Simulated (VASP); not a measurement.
Energy against volume of Pt₃Ti (L1_2). Calculation: r2SCAN meta-GGA, VASP's PBE PAW potentials (set 64) (plane waves; VASP).

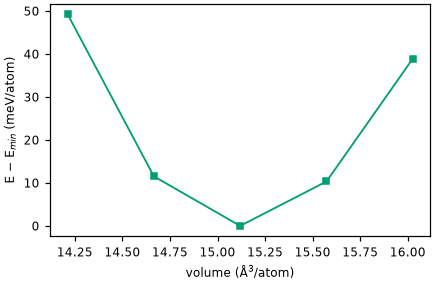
Figure: Energy against volume

Task: Estimate the equilibrium volume and the bulk modulus.

Result: The minimum lies near 15.1 Å³/atom, and the curvature gives B0 of about 260 GPa.

Measured: a 3.916 Å (computed value off by +0.2 %), as given by Molecular Dynamics Simulations of PtTi High-Temperature Shape Memory Alloys Based on a Modified Embedded-Atom Method …. The calculation is for a static lattice, while the measured a holds thermal and zero-point effects, which are part of the difference.

The compound is Pt3Ti in the L1_2 structure. It was relaxed first.
